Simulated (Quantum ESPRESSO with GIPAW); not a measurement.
**SrCl2: NMR parameters from first principles**

Wanted: NMR shieldings for each site of SrCl2.

**The experiment.** The 87Sr shift is 45.9 ppm against aqueous Sr2+, in “Structural Investigations of Strontium in Inorganic Crystals, Organic Crystals, and Phyllosilicate Minerals with 87Sr NMR” (Bowers, PhD thesis, The Pennsylvania State University, 2006).

Calculated with Quantum ESPRESSO with GIPAW 8.0dev (patched build); DFT, PBE, plane-wave PAW (pslibrary 1.0.0 recipes), scalar-relativistic, GIPAW; a patched development version of the program.

This is a report of a sequence of runs, with most program output left out.

## (1) The starting structure

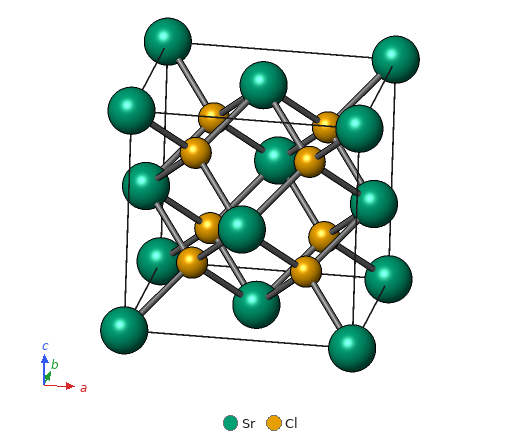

Start, viewed slightly off an axis; strontium teal, chlorine orange. This picture shows the conventional cell, with its axes. Some periodic images of atoms are drawn too.

The cell is an entry of the Crystallography Open Database.

## (2) Ground state

GIPAW is a response on top of the ground state, so the wavefunctions come first. Their errors pass straight into the induced current, hence the tight threshold. No empty states are asked for: the response is solved without them. The mesh has a spacing of 0.39 Å⁻¹ at most. The PAW files were made with ld1.x from the pslibrary 1.0.0 recipes, with GIPAW reconstruction switched on.

The input, scf.in:

```
&control
  calculation = 'scf'
  prefix = 'x'
  outdir = './tmp/'
  pseudo_dir = './'
/
&system
  ibrav = 0
  nat = 3
  ntyp = 2
  ecutwfc = 55
  ecutrho = 330
  nbnd = 12
/
&electrons
  conv_thr = 1.0d-10
  mixing_beta = 0.7
  electron_maxstep = 100
/
ATOMIC_SPECIES
  Sr 87.620 Sr.pbe-spn-kjpaw_psl.1.0.0-gipaw.UPF
  Cl 35.450 Cl.pbe-n-kjpaw_psl.1.0.0-gipaw.UPF
CELL_PARAMETERS angstrom
  0.00000000 3.48835000 3.48835000
  3.48835000 0.00000000 3.48835000
  3.48835000 3.48835000 0.00000000
ATOMIC_POSITIONS crystal
  Sr 0.00000000 0.00000000 0.00000000
  Cl 0.75000000 0.75000000 0.75000000
  Cl 0.25000000 0.25000000 0.25000000
K_POINTS automatic
  4 4 4 0 0 0
```

The run is started by

```bash
> mpirun -np 4 pw.x -nk 4 -in scf.in > scf.out
```

Elapsed: 10 s, on 4 MPI ranks of Arm Neoverse V1, shared host; peak memory 0.59 GiB; 40 s of CPU time.

It converged in 11 cycles to an estimated accuracy of 5e-11 Ry, on 8 irreducible k-points.

## (3) Shieldings

The job finds the current that a weak uniform field induces (applied as a long wave, q_gipaw) and the field that this current makes at each nucleus. On atoms with p or d valence electrons much of the paramagnetic part arises close to the nucleus, where the PAW partial waves rebuild the true states. pawproj makes the reconstruction use the PAW data sets' own projectors.

The input, nmr.in:

```
&inputgipaw
  job = 'nmr'
  prefix = 'x'
  tmp_dir = './tmp/'
  restart_mode = 'from_scratch'
  verbosity = 'low'
  q_gipaw = 0.01
  spline_ps = .true.
  conv_threshold = 1.0d-11
  use_nmr_macroscopic_shape = .false.
  pawproj(1) = .true.
  pawproj(2) = .true.
/
```

The run is started by

```bash
> mpirun -np 4 gipaw.x -in nmr.in > nmr.out
```

Wall time 49 s (4 MPI ranks); peak memory 0.35 GiB; 3.3 min of CPU time.

The f-sum rule is met to 0.0016 of 27.2 (0.006 %). Converged shieldings require that this miss be small, but a small miss does not prove them.

From the symmetric part of each tensor, with principal values σ11 ≤ σ22 ≤ σ33: σ_iso is their mean, the span is σ33 − σ11 and the skew 3(σ_iso − σ22)/span. (gipaw.x prints an anisotropy in another convention.)

```
site  atom no.  atoms in cell  σ_iso (ppm)  span (ppm)  skew
  Sr         1              1         2929           0     -
  Cl         2              2        735.3         0.0     -
```

The macroscopic shape term is switched off. For a spherical sample the valence susceptibility of this run would add about 9 ppm to every site, a rough estimate, since the susceptibility converges slowly and lacks part of the PAW terms. Differences within the crystal don't depend on it, but shieldings of different compounds can't be compared to better than a few ppm without it.

Sr and Cl sit on cubic site symmetry, where the tensor must be isotropic.

## (4) Sites, surroundings and shifts

Covalently bonded atoms count as neighbours within 1.18 times the sum of their radii. Otherwise a cation's neighbours lie within 1.2 times its shortest bond (1.3 for large cations, each anion's radius taken off where they differ), and an anion's are the cations that count it.

| site | atom no. | atoms in cell | surroundings | bonds (Å) | σ_iso (ppm) |
| --- | --- | --- | --- | --- | --- |
| Sr | 1 | 1 | SrCl8 | 3.021 | 2929 |
| Cl | 2 | 2 | bound to Sr4 | 3.021 | 735.3 |

## (5) Other settings and structures

Each row names what was changed: another mesh tests the sampling of the zone; another functional shows how far the paramagnetic term hangs on the exchange-correlation form; another cutoff tests the basis.

Changes of σ_iso (ppm) against the run above (PBE, cutoffs 55 and 330 Ry, mesh 4×4×4, 3.9 min). Times are CPU times of pw.x and gipaw.x together, on 4 MPI ranks of Arm Neoverse V1, shared host; on a shared host they are rough. A run is marked as doubtful where the f-sum miss passes 0.015 electrons, or that much for each three atoms in larger cells (with Tl, Pb, Hg, Bi or Sn a third of that, or a mesh spacing over 0.26 Å⁻¹), or where the susceptibility is unphysically large.

```
                                      run  CPU time  f-sum miss     Sr     Cl
                               mesh 5×5×5   4.8 min      1.0e-4   +0.7   +2.1
                                      LDA   3.7 min      0.0026  -63.9  -58.8
cutoffs 40 and 270 Ry (coarse on purpose)   2.5 min      0.0015   -0.5   -0.1
                      mesh 3×3×3 (marked)   2.2 min       0.017   -4.8  -19.6
                                 Wu-Cohen   4.1 min      0.0020  -24.6  -18.8
```

The largest move is -63.9 ppm, on Sr, from LDA.

## (6) Comparison with the measured values

Without a fitted line the measured shift still tests the calculation: for an exact theory σ + δ is one number for all compounds of a nucleus, up to the shape term, which is left out of σ and differs by some ppm between compounds.

| nucleus, site | σ_iso (ppm) | measured δ (ppm) | σ + δ (ppm) | σ + δ of other compounds, same level |
| --- | --- | --- | --- | --- |
| 87Sr, Sr | 2929 | 45.9 | 2975 | SrO 2943 |

## (7) Summary of results

| Quantity | Value |
| --- | --- |
| 87Sr shielding without shape term | 2929 ppm |
| 35Cl shielding without shape term | 735.3 ppm |

What this shows: 87Sr has one site (SrCl8), with isotropic shielding 2929 ppm (shape term left out). A shift needs a reference, δ = σ_ref − σ, fixed on measured compounds; for 87Sr of this kind at this level too few were at hand, or they scattered too widely about a line, so none is given. For 87Sr, σ + δ is 2975 ppm here and 2943 ppm in SrO: with that reference and slope one the shift would be off by -32 ppm. Going to mesh 5×5×5 changes no isotropic shielding by more than 2.2 ppm, a first measure of the error left in that respect. A higher cutoff was not carried through on these files. The cheaper run with cutoffs 40 and 270 Ry takes about 65 % of the time and is off by 0.53 ppm on Sr. The largest change with the functional is 63.9 ppm in absolute shielding; part of that drops out once each functional has its own reference line. The scalar-relativistic files are used with non-relativistic response operators, which weighs most on the heavy atoms' own shieldings. This build of gipaw.x prints that it is not audited and that its numbers are no references by themselves. It also reports spline_ps as false although the input sets it; why was not traced.

[Logs are printed without paths, hosts, clocks, repeated set-up lines and the standing remarks that a program may print on its own settings, such as how far it seeks lower states.]

[Hosts, paths, dates, database ids (printed as entryN), source tags and the programs' standing remarks are cut or masked in the printed files.]

[Where no reference line passes its bar on scatter, no shift is given, so a measured shift of this compound may stand uncompared.]
